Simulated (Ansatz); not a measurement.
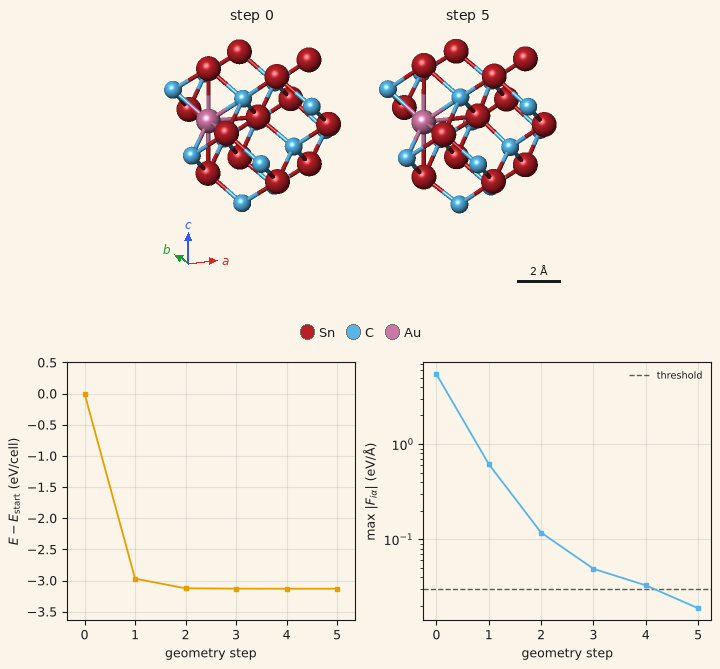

First and last geometry of a relaxation of a defect cell of composition Sn32C32Au (cell charge +1), with the history of the run. A ball-and-stick model of the atoms within 4.2 Å of the atom that moves most (axes of the cell of the calculation (origin shifted)), seen slightly off an axis.

Theory: DFT, PBEsol, PAW, plane waves (Ansatz 0.2.0). (plane-wave cutoff 420 eV; k-point mesh 1 × 1 × 1; mesh shifted by (0.25, 0.25, 0.25); no spin polarisation; atoms relaxed in a fixed cell; force threshold 0.03 eV/Å; at most 80 steps)

Question: What do the curves and the structures tell?

Answer: It converged. The largest move is that of a Sn atom, 0.19 Å roughly along +a. By element the largest moves are Sn 0.19 Å, C 0.15 Å, Au 0.08 Å. The cell stays as it was. Among the contacts that change: Au–Sn 2.463 → 2.706 Å, Au–Sn 2.499 → 2.711 Å, Au–Sn 2.525 → 2.715 Å, C–Sn 2.145 → 2.325 Å. Bond angles that change, for instance: C–Sn–C 107.9° → 116.0°, C–Sn–Au 126.2° → 120.4°, Sn–C–Sn 111.2° → 106.8°. The energy falls by 3.132 eV per cell of the calculation in 5 geometry steps. Largest force component: 5.4 eV/Å at the start, 0.019 eV/Å at the end. Cost: 7.7 s on 1 × NVIDIA GB300 Max-Q with 8 threads of Arm Neoverse-V2, peak memory 2 GiB.

```csv
step,"E − E(0), meV/atom","largest force component, eV/Å"
0,0.00,5.4382
1,-45.69,0.6170
2,-48.07,0.1178
3,-48.16,0.0491
4,-48.18,0.0329
5,-48.18,0.0189
```

Limits of the set-up: the cell is charged, on a uniform background, and energies carry no finite-size correction.
